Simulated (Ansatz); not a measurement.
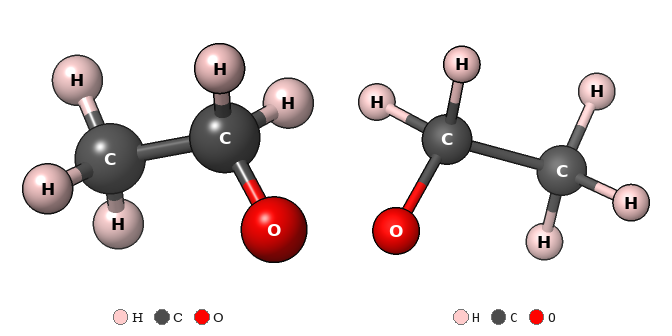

Two views of one molecule.

The species is neutral and a spin doublet.

Description:

It has 8 atoms: 2 carbon, 5 hydrogen and 1 oxygen (C₂H₅O). The point group is Cs. It is an open-shell species. Coordination: 2 C tetrahedral.

The parts below concern this one geometry. Atoms keep their numbers from picture to picture. The geometry was computed by an optimisation with PBE0-D4/def2-TZVP.

## Shape

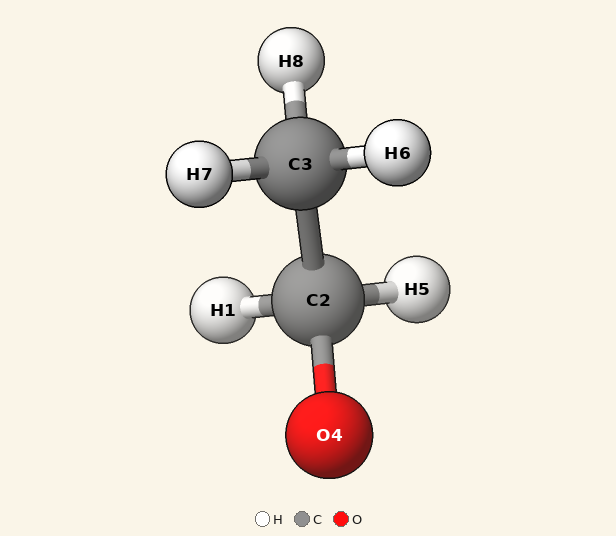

The atoms are numbered.

Estimate the angles H1–C2–H5, C3–C2–O4, H1–C2–C3, H1–C2–O4, C2–C3–H6, C2–C3–H8, H6–C3–H7, H6–C3–H8.

```
   angle  degrees
H1–C2–H5    102.4
C3–C2–O4    115.9
H1–C2–C3    111.5
H1–C2–O4    106.6
C2–C3–H6    110.4
C2–C3–H8    110.8
H6–C3–H7    108.2
H6–C3–H8    108.4
```

## Electronic properties

Level of theory: UKS PBE0-D4/def2-TZVP (Ansatz 0.2.0).

Computed properties:

- dipole moment: 2.06 D
- ⟨S²⟩ of the determinant: 0.754
- harmonic zero-point energy: 169.0 kJ/mol
- dispersion correction: −6.8 kJ/mol

## Vibrations

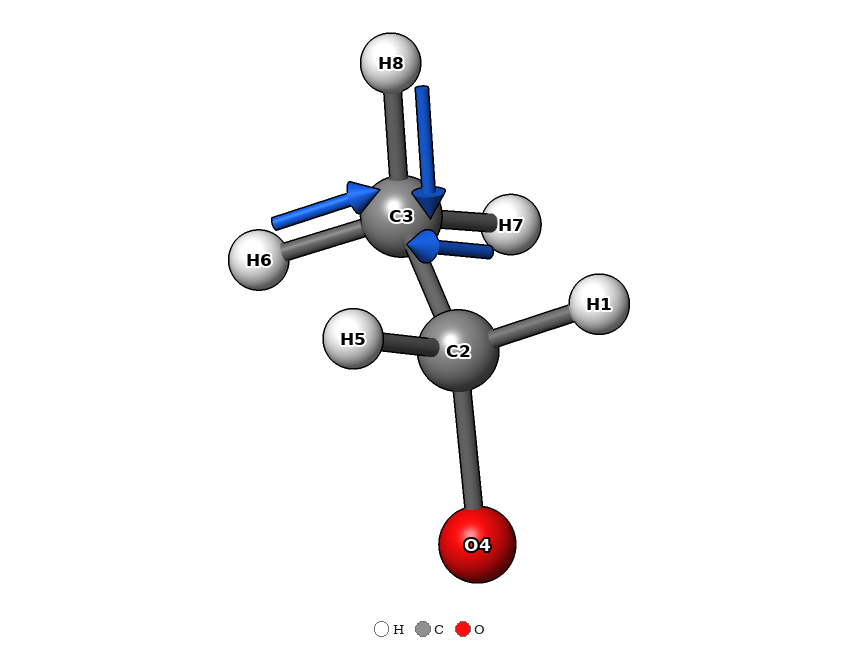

The arrows show one normal mode. Harmonic vibrations computed with UKS PBE0-D4/def2-TZVP (Ansatz 0.2.0) at a stationary point of the same level.

> Describe the motion.

Mostly in-phase stretching of 3 C–H bonds.

> At what wavenumber does it lie?

3054 cm⁻¹; it is mode 16 of 18 counted from the lowest.

## Thermal motion

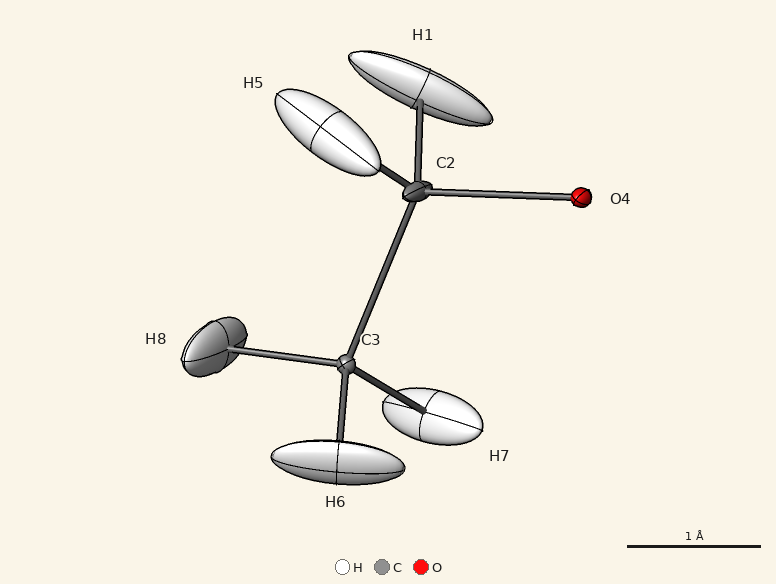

Displacement ellipsoids at the 50 % level, from the internal vibrations of the free molecule (harmonic, no overall translation or rotation; no half-axis is drawn under 0.075 Å). Vibrations computed with UKS PBE0-D4/def2-TZVP (Ansatz 0.2.0). Temperature: 400 K.

> Which atom moves most?

H1, H5, with U_eq = 0.0571 Å².

> Does H8 move more along its bond or across it?

Across it: the root-mean-square amplitude is 0.078 Å along the bond and up to 0.355 Å across, since bending and torsion are softer than stretching.

List U_eq and the three principal root-mean-square amplitudes for each kind of atom.

| atom | U_eq (Å²) | rms amplitudes (Å) |
| --- | --- | --- |
| H1, H5 | 0.0571 | 0.087, 0.122, 0.385 |
| C2 | 0.0086 | 0.028, 0.041, 0.152 |
| C3 | 0.00094 | 0.021, 0.029, 0.039 |
| O4 | 0.0026 | 0.020, 0.038, 0.078 |
| H6, H7 | 0.0430 | 0.073, 0.130, 0.327 |
| H8 | 0.0495 | 0.078, 0.130, 0.355 |
